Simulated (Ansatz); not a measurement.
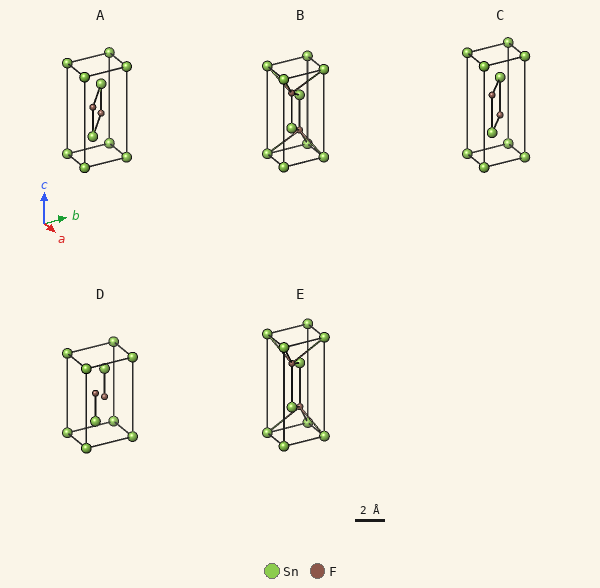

5 geometries from one relaxation of a crystal of Sn3F2 (built on the A-type sesquioxide_164 type) (coarse preliminary run), in shuffled order. A ball-and-stick model of the cell of the calculation, seen slightly off an axis.

Case: anti-A-type sesquioxide type (P-3m1, No. 164).

Theory: Ansatz, DFT PBE, scalar-relativistic, plane waves, PAW. Set-up: plane-wave cutoff 420 eV; k-point mesh 6 × 6 × 4; occupations gaussian; smearing width 0.1 eV; no spin polarisation; cell and atoms relaxed; force threshold 0.04 eV/Å; at most 70 steps.

**Put them in the order of the run, from the start to the converged end.**

B, E, C, A, D. They are steps 0, 6, 10, 15, 23, at +2.485 eV per cell of the calculation, +1.685 eV per cell of the calculation, +0.949 eV per cell of the calculation, +0.440 eV per cell of the calculation relative to the last. The largest moves relative to the cell, 1.03 Å, are those of F atoms. By element the largest moves are F 1.03 Å, Sn 0.77 Å. Cell: a = b 4.148 → 4.790 Å (+15.5 %), c 6.454 → 5.840 Å (−9.5 %). Volume +20.6 %. Among the contacts that change: F–Sn 2.870 → 3.702 Å, F–Sn 2.582 → 2.071 Å, F–Sn 2.498 → 2.996 Å. The space group stays P-3m1 (No. 164). Over 20 accepted moves (23 points after the start) the energy falls by 2.485 eV per cell of the calculation. Largest force component: 1.2 eV/Å at the start, 0.016 eV/Å at the end. Pressure: 10.18 GPa at the start and 0.19 GPa at the end. The line search rejected the trial step at point 18 of the run. The SCF was repeated twice at an unchanged geometry on a basis and grid sized afresh for the cell, which shifted the energy by 0.154 eV per cell of the calculation at most.
